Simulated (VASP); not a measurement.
## MoS2 with PBEsol: from relaxation to properties

Wanted: the relaxed cell of MoS2 and its properties. The steps: full relaxation (PBEsol), single point with fields (PBEsol), band structure (PBEsol), total and projected DOS (PBEsol), vibrations at Γ (PBEsol) and independent-particle dielectric function (PBEsol). The start is a cell from a database of measured crystal structures.

Program: VASP 6.6.1. Level of theory: PBEsol; plane waves and PAW (Mo_sv, S). Results are calculated unless marked as measured.

## Step 1: The structure

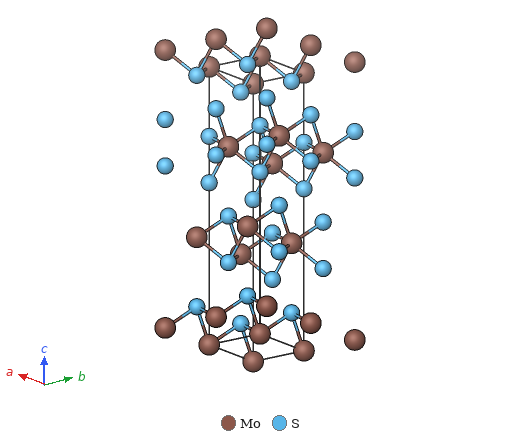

The starting structure, seen from a free direction (molybdenum brown, sulfur blue). 2×2×1 cells are drawn. This picture shows the conventional cell, with its axes. Bonds to atoms that aren't drawn are left out. Some periodic images of atoms are drawn too.

Structure file:

```xyz
3
Lattice="1.5800 2.7366 0.0000 -1.5800 2.7366 0.0000 0.0000 -1.8244 6.1500" Properties=species:S:1:pos:R:3 pbc="T T T"
Mo    0.0000    0.0000    0.0000
S     0.0000    0.0000    4.6125
S     0.0000    1.8244    1.5436
```

## Step 2: Full relaxation (PBEsol)

Properties are meant for the cell that this level of theory prefers, so cell and atoms are relaxed first (ISIF = 3) until forces and stress are small; EDIFFG sets the threshold. PBEsol restores the gradient expansion of exchange and is tuned for the cells of solids.

INCAR reads:

```
SYSTEM = MoS2
PREC = Accurate
ENCUT = 400
EDIFF = 1E-06
NELM = 100
ISMEAR = 0
SIGMA = 0.05
LREAL = .FALSE.
ALGO = Normal
GGA = PS
NBANDS = 19
LASPH = .TRUE.
LORBIT = 11
LWAVE = .FALSE.
LCHARG = .FALSE.
KPAR = 2
IBRION = 2
NSW = 60
ISIF = 3
EDIFFG = -0.01
```

POSCAR reads:

```
MoS2
1.0
    1.5800000000      2.7366402759      0.0000000000
   -1.5800000000      2.7366402759      0.0000000000
    0.0000000000     -1.8244268506      6.1500000000
Mo S
1 2
Direct
    0.0000000000      0.0000000000      0.0000000000
    0.2500000000      0.2500000000      0.7500000000
    0.4170000000      0.4170000000      0.2510000000
```

KPOINTS reads:

```
Automatic mesh
0
Gamma
7 7 7
0 0 0
```

The projector-augmented-wave data sets are Mo_sv and S (PBE family, release 64).

Command:

```sh
mpirun -np 2 vasp_std
```

What it wrote:

```text
[banner, memory and clock lines left out]
running    2 mpi-ranks, on    1 nodes
 distrk:  each k-point on    1 cores,    2 groups
 distr:  one band on    1 cores,    1 groups

 POSCAR found type information on POSCAR MoS
 POSCAR found :  2 types and       3 ions
|                                                                             |
|               ----> ADVICE to this user running VASP <----                  |
|                                                                             |
|     You enforced a specific xc type in the INCAR file but a different       |
|     [... a line on the potential file left out ...]
|     I HOPE YOU KNOW WHAT YOU ARE DOING!                                     |
|                                                                             |

 LDA part: xc-table for (Slater+PW92), standard interpolation
 POSCAR, INCAR and KPOINTS ok, starting setup
 FFT: planning ... GRIDC
 FFT: planning ... GRID_SOFT
 FFT: planning ... GRID
 WAVECAR not read
 entering main loop
       N       E                     dE             d eps       ncg     rms          rms(c)
DAV:   1     0.146042334081E+03    0.14604E+03   -0.11834E+04  1712   0.106E+03
DAV:   2    -0.195273252656E+02   -0.16557E+03   -0.16234E+03  2186   0.290E+02
DAV:   3    -0.248369845794E+02   -0.53097E+01   -0.52714E+01  2014   0.490E+01
DAV:   4    -0.248951643148E+02   -0.58180E-01   -0.58150E-01  2127   0.552E+00
DAV:   5    -0.248958842458E+02   -0.71993E-03   -0.71990E-03  2026   0.580E-01    0.260E+01
DAV:   6    -0.237927863619E+02    0.11031E+01   -0.99446E+00  1773   0.201E+01    0.892E+00
DAV:   7    -0.235518109795E+02    0.24098E+00   -0.35942E+00  1720   0.113E+01    0.600E+00
DAV:   8    -0.234437917287E+02    0.10802E+00   -0.52878E-01  1913   0.465E+00    0.177E+00
DAV:   9    -0.234440842209E+02   -0.29249E-03   -0.23633E-02  2081   0.937E-01    0.636E-01
DAV:  10    -0.234427992683E+02    0.12850E-02   -0.10030E-02  1870   0.699E-01    0.137E-01
DAV:  11    -0.234427787704E+02    0.20498E-04   -0.57768E-04  1888   0.175E-01    0.460E-02
DAV:  12    -0.234427627232E+02    0.16047E-04   -0.66663E-05  1906   0.518E-02    0.185E-02
DAV:  13    -0.234427724362E+02   -0.97129E-05   -0.16553E-05  1852   0.231E-02    0.723E-03
DAV:  14    -0.234427725017E+02   -0.65496E-07   -0.89312E-07  1223   0.602E-03
   1 F= -.23442773E+02 E0= -.23442773E+02  d E =-.234428E+02
 curvature:   0.00 expect dE= 0.000E+00 dE for cont linesearch  0.000E+00
 trial: gam= 0.00000 g(F)=  0.514E-02 g(S)=  0.102E-01 ort = 0.000E+00 (trialstep = 0.100E+01)
 search vector abs. value=  0.154E-01
 bond charge predicted
       N       E                     dE             d eps       ncg     rms          rms(c)
DAV:   1    -0.234860572868E+02   -0.43285E-01   -0.15020E+00  1753   0.102E+01    0.125E+00
DAV:   2    -0.234566219295E+02    0.29435E-01   -0.23521E-01  1784   0.285E+00    0.859E-01
DAV:   3    -0.234483382180E+02    0.82837E-02   -0.43329E-02  1925   0.132E+00    0.386E-01
DAV:   4    -0.234459320684E+02    0.24061E-02   -0.85075E-03  1828   0.564E-01    0.209E-01
DAV:   5    -0.234458466360E+02    0.85432E-04   -0.65040E-04  2089   0.161E-01    0.624E-02
DAV:   6    -0.234458394291E+02    0.72069E-05   -0.54876E-05  2012   0.446E-02    0.229E-02
DAV:   7    -0.234458391396E+02    0.28957E-06   -0.13787E-05  1903   0.203E-02    0.683E-03
DAV:   8    -0.234458394316E+02   -0.29207E-06   -0.14278E-06  1229   0.825E-03
   2 F= -.23445839E+02 E0= -.23445839E+02  d E =-.306693E-02
[... from here on, the cycles between the ionic steps are left out ...]
   3 F= -.23447558E+02 E0= -.23447558E+02  d E =-.478525E-02
   4 F= -.23447270E+02 E0= -.23447270E+02  d E =0.287990E-03
   5 F= -.23448454E+02 E0= -.23448454E+02  d E =-.895919E-03
   6 F= -.23448453E+02 E0= -.23448453E+02  d E =-.895669E-03
   7 F= -.23448219E+02 E0= -.23448219E+02  d E =-.660827E-03
   8 F= -.23448452E+02 E0= -.23448452E+02  d E =-.893937E-03
   9 F= -.23448455E+02 E0= -.23448455E+02  d E =-.322159E-05
 trial-energy change:   -0.000003  1 .order   -0.000003   -0.000039    0.000033
 step:   0.4469(harm=  0.4469)  dis= 0.00033  next Energy=   -23.448462 (dE=-0.105E-04)
 bond charge predicted
       N       E                     dE             d eps       ncg     rms          rms(c)
DAV:   1    -0.234484578243E+02   -0.20628E-05   -0.13327E-03  1672   0.371E-01    0.128E-02
DAV:   2    -0.234484624109E+02   -0.45866E-05   -0.52944E-05  1789   0.596E-02    0.451E-03
DAV:   3    -0.234484622607E+02    0.15021E-06   -0.69860E-07  1429   0.656E-03
  10 F= -.23448462E+02 E0= -.23448462E+02  d E =-.105686E-04
 curvature:  -0.23 expect dE=-0.153E-05 dE for cont linesearch -0.308E-08
 trial: gam= 0.00175 g(F)=  0.218E-07 g(S)=  0.669E-05 ort =-0.806E-06 (trialstep = 0.747E+00)
 search vector abs. value=  0.671E-05
 reached required accuracy - stopping structural energy minimisation
```

Wall time 31 s (2 MPI ranks of Intel Xeon 6975P-C (Granite Rapids), shared host); peak memory 0.33 GiB.

The logs omit lines about the potential files and the build; timing stands in the text.

OUTCAR, selected parts (step 2):

```text
ion  position               nearest neighbor table
   1  0.000  0.000  0.000-   2 2.39   2 2.39   2 2.39   3 2.39   3 2.39   3 2.39
   2  0.250  0.250  0.750-   1 2.39   1 2.39   1 2.39
   3  0.417  0.417  0.251-   1 2.39   1 2.39   1 2.39

  LATTYP: Found a trigonal (rhomboedric) cell.
 ALAT       =     6.4149071181
 COS(alpha) =     0.8786713335

 Subroutine GETGRP returns: Found  6 space group operations
 (whereof  6 operations were pure point group operations)

The static configuration has the point symmetry C_3v.

 Found     44 irreducible k-points:

   k-points           NKPTS =     44   k-points in BZ     NKDIM =     44   number of bands    NBANDS=     19

   dimension x,y,z NGX =    24 NGY =   24 NGZ =   42
   dimension x,y,z NGXF=    48 NGYF=   48 NGZF=   84

   ENCUT  =  400.0 eV  29.40 Ry    5.42 a.u.   5.15  5.15 10.46*2*pi/ulx,y,z

   NELECT =      26.0000    total number of electrons

 k-points in reciprocal lattice and weights: Automatic mesh
   0.00000000  0.00000000  0.00000000       0.003
   0.14285714 -0.00000000 -0.00000000       0.017
   0.28571429  0.00000000 -0.00000000       0.017
   0.42857143  0.00000000  0.00000000       0.017
   0.14285714  0.14285714 -0.00000000       0.017
   0.28571429  0.14285714 -0.00000000       0.035
   0.42857143  0.14285714  0.00000000       0.035
  -0.42857143  0.14285714  0.00000000       0.035
  -0.28571429  0.14285714  0.00000000       0.035
[...]
0.00000000  0.00000000  0.42857143       0.006
   0.14285714 -0.00000000  0.42857143       0.017

 average (electrostatic) potential at core
       1 -74.3674       2 -84.3869       3 -84.3912

 E-fermi :   7.7991

 k-point     1 :       0.0000    0.0000    0.0000
  band No.  band energies     occupation
    ...
      9       4.2537      2.00000
     10       5.3895      2.00000
     11       5.3895      2.00000
     12       6.2719      2.00000
     13       6.3124      2.00000
     14       9.7054      0.00000
     15       9.7054      0.00000
     16      10.0924      0.00000
     17      10.0924      0.00000
     18      13.1556      0.00000
    ...

 k-point     2 :       0.1429   -0.0000   -0.0000
  band No.  band energies     occupation
    ...
      9       4.4195      2.00000
     10       4.5831      2.00000
     11       4.9324      2.00000
     12       6.2409      2.00000
     13       6.5203      2.00000
     14       9.2282      0.00000
     15       9.6717      0.00000
     16       9.7793      0.00000
     17      10.1802      0.00000
     18      14.4095      0.00000
    ...

 k-point     3 :       0.2857    0.0000   -0.0000
  band No.  band energies     occupation
    ...
      9       3.1288      2.00000
     10       4.1659      2.00000
     11       5.3601      2.00000
     12       5.7126      2.00000
     13       5.8830      2.00000
     14       8.8435      0.00000
     15       9.3377      0.00000
     16      10.4623      0.00000
     17      10.8327      0.00000
     18      14.8006      0.00000
    ...

  Total       -0.0143973     -0.0143973      0.0011819     -0.0000000      0.0000000     -0.0000000
  in kB       -0.4357129     -0.4357129      0.0357673     -0.0000000      0.0000000     -0.0000000
  external PRESSURE =      -0.2785529 kB  Pullay stress =       0.0000000 kB

  energy-cutoff  :      400.00
  volume of cell :       52.94
      direct lattice vectors                 reciprocal lattice vectors
     1.571033367  2.721109612  0.000000000     0.318261859  0.183748570  0.053833228
    -1.571033367  2.721109612  0.000000000    -0.318261859  0.183748570  0.053833228
    -0.000000000 -1.814073075  6.191962545     0.000000000 -0.000000000  0.161499685

 POSITION                                       TOTAL-FORCE (eV/Angst)
 -----------------------------------------------------------------------------------
     -0.00000      0.00000      0.00184         0.000000     -0.000000     -0.000448
     -0.00000     -0.00000      4.63620        -0.000000     -0.000000      0.000499
     -0.00000      1.81407      1.56012         0.000000      0.000000     -0.000051
 -----------------------------------------------------------------------------------
    total drift:                               -0.000000      0.000004      0.000229

  FREE ENERGIE OF THE ION-ELECTRON SYSTEM (eV)
  ---------------------------------------------------
  free  energy   TOTEN  =       -23.4484622607 eV

  energy  without entropy=      -23.4484622607  energy(sigma->0) =      -23.44846226

 reached required accuracy - stopping structural energy minimisation

 total charge
# of ion       s       p       d       tot
------------------------------------------
    1        2.300   6.232   3.994  12.525
    2        1.358   2.325   0.000   3.683
    3        1.359   2.324   0.000   3.683
--------------------------------------------------
tot          5.017  10.880   3.994  19.892

[... 3 further parts left out ...]
```

The gap is read on the k-mesh alone, so it is an upper bound where the band edges lie off the mesh. The bonds form layers, held to each other by dispersion, which PBEsol lacks, so the spacing between them is unreliable. The PAW data sets were made with PBE, which is usual practice but a small mismatch for other functionals. The run keeps the 6 symmetry operations of its start, so it cannot find a distortion of lower symmetry.

Relaxation path:

```csv
step,energy less that of the first step (eV),largest force (eV/Å),pressure (GPa),volume (Å³)
1,0.0000,0.2616,0.08,53.18
2,-0.0031,0.2619,-1.31,53.25
3,-0.0048,0.0691,-0.83,53.22
4,-0.0045,0.0660,0.97,52.59
5,-0.0057,0.0255,0.01,52.93
6,-0.0057,0.0257,0.03,52.93
7,-0.0054,0.0410,-0.41,53.08
8,-0.0057,0.0259,-0.03,52.94
9,-0.0057,0.0209,-0.02,52.94
10,-0.0057,0.0005,-0.03,52.94
```

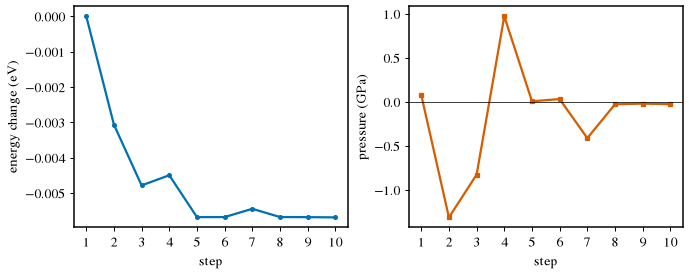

Energy and pressure along the relaxation.

```csv
"conventional cell, symmetrised",before,after,change
a (Å),3.160,3.142,-0.6 %
b (Å),3.160,3.142,-0.6 %
c (Å),18.450,18.576,+0.7 %
volume (Å³/atom),17.73,17.65,-0.5 %
```

The relaxed structure:

```xyz
3
Lattice="1.5710 2.7211 0.0000 -1.5710 2.7211 0.0000 0.0000 -1.8141 6.1920" Properties=species:S:1:pos:R:3 pbc="T T T"
Mo    0.0000    0.0000    0.0018
S     0.0000    0.0000    4.6362
S     0.0000    1.8141    1.5601
```

Numbers from this step:

```yaml
electrons: 26
bands: 19
irreducible_k_points: 44
symmetry_operations: 6
free_energy_toten: -23.45 eV
fermi_energy: 7.799 eV
pressure: -0.02786 GPa
metallic: no
valence_top_at_k: 0, 0, 0.4286
conduction_bottom_at_k: -0.1429, 0.1429, 0
least_direct_gap_at_k: -0.2857, 0.2857, 0
scf_cycles_over_all_ionic_steps: 65
gap_on_the_k_mesh: 1.081 eV
least_direct_gap_on_the_k_mesh: 2.195 eV
```

It ends with forces under 0.001 eV/Å and a pressure of -0.03 GPa. The volume lies -0.5 % from that of the database's start, which holds the thermal and zero-point expansion of its experiment.

(Part 1 of 4 ends here.)

[Lines on the potential files, build, host, timing and source positions are cut from VASP's logs without a mark.]

[Logs are printed without paths, hosts, clocks, repeated set-up lines and the standing remarks that a program may print on its own settings, such as how far it seeks lower states.]

[Hosts, paths, dates, database ids (printed as entryN), source tags and the programs' standing remarks are cut or masked in the printed files.]

[A measured line is paired with the nearest computed mode of its activity, which favours agreement.]
